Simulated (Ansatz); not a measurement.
# Calculations on CH2OSSi

### Relaxation

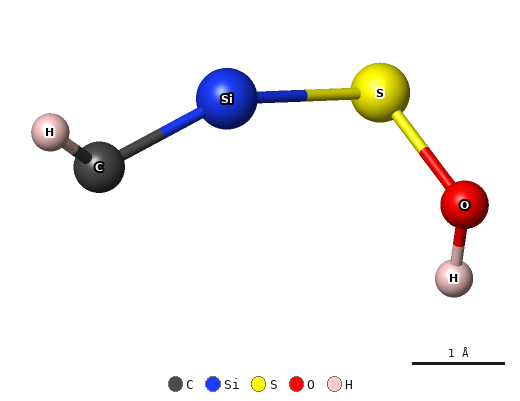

This is the input geometry for a relaxation of CH₂OSSi. The picture is a ball-and-stick view, seen at a tilt.

The run prepares an end point of a later path (torsion) calculation, from a guessed geometry.

Method: Ansatz, RKS PBE0-D4/def2-SVP.

Input
```yaml
crystal:
  periodic: [false, false, false]
  atoms:
    - { symbol: C, position_ang: [0.3277, 0.13523, -2.09304] }
    - { symbol: Si, position_ang: [0.32111, -0.63862, -0.57909] }
    - { symbol: S, position_ang: [-0.54026, -1.01567, 1.34085] }
    - { symbol: O, position_ang: [-0.23376, 0.46585, 2.07207] }
    - { symbol: H, position_ang: [1.15292, 0.04543, -2.78553] }
    - { symbol: H, position_ang: [-1.02771, 1.00778, 2.04474] }
basis:
  gaussian: { orbitals: def2-SVP }
hamiltonian:
  xc: pbe0
  dispersion: d4
relax:
  f_tol: 0.015
  max_steps: 40
```

Command:
```bash
ansatz run input.yaml --threads 1 --pin off --max-ram 2048MiB --backend cpu --events-out ev --progress --plain --runs-dir out
```

**What does the optimiser find from here?**

The largest moves after the best rigid fit, 0.62 Å, are those of H5 and H6. By element the largest moves are H 0.62 Å, Si 0.57 Å, C 0.48 Å, O 0.20 Å, S 0.07 Å. Some distances before and after: C1–Si2 1.700 → 1.654 Å, S3–O4 1.680 → 1.671 Å, C1–H5 1.081 → 1.089 Å, O4–H6 0.962 → 0.968 Å. Bond angles that change, for instance: Si2–C1–H5 122.4° → 153.1°, C1–Si2–S3 151.8° → 125.3°, Si2–S3–O4 99.3° → 105.6°. Groups turn about Si2–S3 by about 45°, S3–O4 by about 25°. After 19 accepted moves (23 points after the start) the energy has fallen by 0.255 eV. Largest force component: 1.8 eV/Å at the start, 0.004 eV/Å at the end. The line search rejected the trial steps at points 1, 7, 18, 22 of the run.

Final geometry:

```xyz
6

C     0.4578    0.0760   -1.6308
Si    0.2149   -1.1953   -0.6014
S    -0.5261   -1.0403    1.4019
O    -0.1874    0.5226    1.8882
H     0.8796    0.5355   -2.5233
H    -0.8388    1.1014    1.4654
```

After the run, drawn alike:

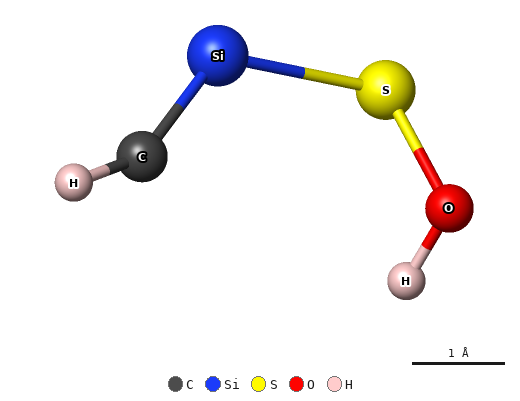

### Relaxation

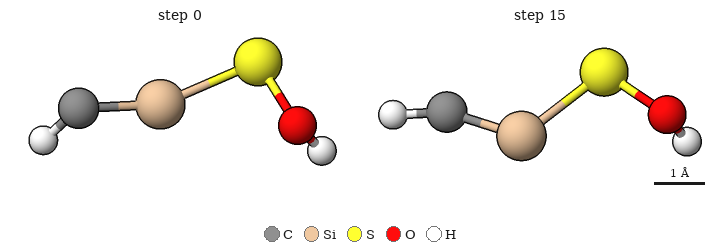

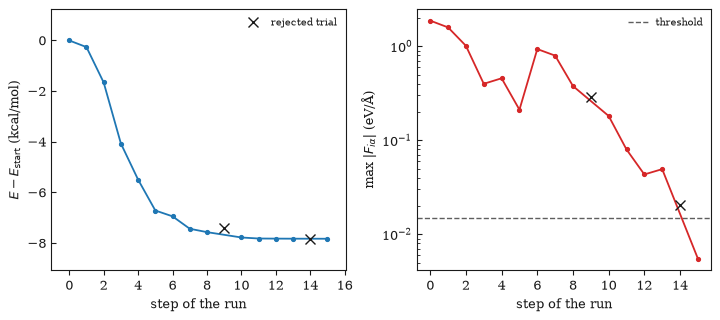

First and last geometry of a relaxation of CH2OSSi, with the history of the run. A ball-and-stick model, seen face on.

The run prepares an end point of a later path (torsion) calculation, from a guessed geometry.

Level of theory: RKS PBE0-D4/def2-SVP (Ansatz 0.2.0). Set-up: no spin polarisation; force threshold 0.015 eV/Å; at most 40 steps.

> Did the run converge, and what did it change?

It converged. The Si atom moves most after the best rigid fit: 0.86 Å. Largest moves by element: Si 0.86 Å, H 0.55 Å, C 0.44 Å, S 0.35 Å, O 0.30 Å. Some distances before and after: C–Si 1.700 → 1.658 Å, C–H 1.081 → 1.088 Å, H–O 0.962 → 0.967 Å. Among the angles between lasting bonds that change: C–Si–S 151.8° → 117.5°, Si–C–H 122.4° → 156.6°, S–O–H 109.5° → 106.7°. Groups turn about S–Si by about 70°. Over 13 accepted moves (15 points after the start) the energy falls by 7.83 kcal/mol. Largest force component: 1.9 eV/Å at the start, 0.0055 eV/Å at the end. The line search rejected the trial steps at points 9, 14 of the run.

### Path

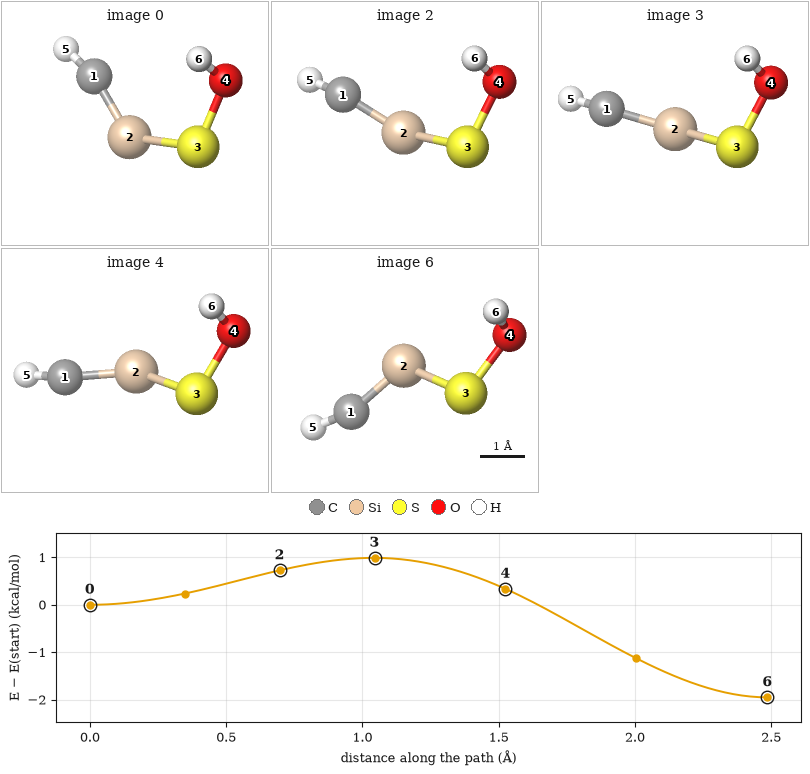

A search for the minimum-energy path of CH2OSSi by the nudged elastic band. Images are numbered from 0 (start) to 6 (end). Style: ball-and-stick. Shown from a free direction.

The calculation used RKS PBE0-D4/def2-SVP (Ansatz).

The input:
```yaml
crystal:
  periodic: [false, false, false]
  atoms:
    - { symbol: C, position_ang: [0.464365, 0.071456, -1.629182] }
    - { symbol: Si, position_ang: [0.275226, -1.193276, -0.580453] }
    - { symbol: S, position_ang: [-0.485392, -1.041415, 1.41565] }
    - { symbol: O, position_ang: [-0.224334, 0.54341, 1.878271] }
    - { symbol: H, position_ang: [0.86975, 0.536091, -2.526625] }
    - { symbol: H, position_ang: [-0.899616, 1.083734, 1.44234] }
basis:
  gaussian: { orbitals: def2-SVP }
hamiltonian:
  xc: pbe0
  dispersion: d4
neb:
  order_check: false
  images: 5
  f_tol: 0.05
  max_iterations: 60
  final_atoms:
    - { symbol: C, position_ang: [0.60453756, -0.27470714, -2.04135115] }
    - { symbol: Si, position_ang: [0.59271935, 0.28684225, -0.48159465] }
    - { symbol: S, position_ang: [-0.68941327, -0.70322513, 0.91239664] }
    - { symbol: O, position_ang: [-0.37564791, 0.16639515, 2.31676962] }
    - { symbol: H, position_ang: [0.92167895, -0.32872367, -3.08105542] }
    - { symbol: H, position_ang: [-1.05387568, 0.85341855, 2.37483597] }
  initial_path:
    images:
      - { positions_ang: [[0.464365, 0.071456, -1.629182], [0.275226, -1.193276, -0.580453], [-0.485392, -1.041415, 1.41565], [-0.224334, 0.54341, 1.878271], [0.86975, 0.536091, -2.526625], [-0.899616, 1.083734, 1.44234]] }
      - { positions_ang: [[0.58543271, 0.14259126, -1.70930429], [0.21992668, -1.01635608, -0.60497156], [-0.4618206, -1.03770949, 1.40566971], [-0.24391447, 0.54009036, 1.91433541], [0.88584481, 0.33876748, -2.64823721], [-0.98547013, 1.03261647, 1.64250894]] }
      - { positions_ang: [[0.70650041, 0.21372651, -1.78942658], [0.16462736, -0.83943617, -0.62949012], [-0.4382492, -1.03400397, 1.39568941], [-0.26349493, 0.53677073, 1.95039983], [0.90193962, 0.14144395, -2.76984941], [-1.07132426, 0.98149895, 1.84267787]] }
      - { positions_ang: [[0.82756812, 0.28486177, -1.86954887], [0.10932804, -0.66251625, -0.65400868], [-0.4146778, -1.03029846, 1.38570912], [-0.2830754, 0.53345109, 1.98646424], [0.91803443, -0.05587957, -2.89146162], [-1.1571784, 0.93038142, 2.04284681]] }
      - { positions_ang: [[0.7532246, 0.0983388, -1.92681629], [0.27045848, -0.34606342, -0.59653734], [-0.50625629, -0.92127402, 1.22793829], [-0.3139329, 0.41109911, 2.09656603], [0.91924927, -0.1468276, -2.95465955], [-1.12274416, 0.90472713, 2.15350986]] }
      - { positions_ang: [[0.67888108, -0.08818417, -1.98408372], [0.43158892, -0.02961058, -0.539066], [-0.59783478, -0.81224957, 1.07016747], [-0.34479041, 0.28874713, 2.20666782], [0.92046411, -0.23777564, -3.01785749], [-1.08830992, 0.87907284, 2.26417291]] }
      - { positions_ang: [[0.60453756, -0.27470714, -2.04135115], [0.59271935, 0.28684225, -0.48159465], [-0.68941327, -0.70322513, 0.91239664], [-0.37564791, 0.16639515, 2.31676962], [0.92167895, -0.32872367, -3.08105542], [-1.05387568, 0.85341855, 2.37483597]] }
```

Launched with:
```bash
ansatz run input.yaml --threads 1 --pin off --max-ram 2048MiB --backend cpu --events-out ev --progress --plain --runs-dir out
```

Question: Read off the barrier and say what moves.

Answer: The motion is a rotation about the Si2–S3 bond by about 155°. No bond forms or breaks between the ends. Among the angles between lasting bonds that change up to the highest image: Si2–C1–H5 153.1° → 143.1°, C1–Si2–S3 125.3° → 135.2°. Forward barrier 0.99 kcal/mol, backward barrier 2.94 kcal/mol, with image 3 at the top; the reaction energy is −1.95 kcal/mol. The band is converged.

Cost: 3.4 min on 1 thread of Intel(R) Xeon(R) Processor @ 2.70GHz (shared host), peak memory 0.15 GiB.
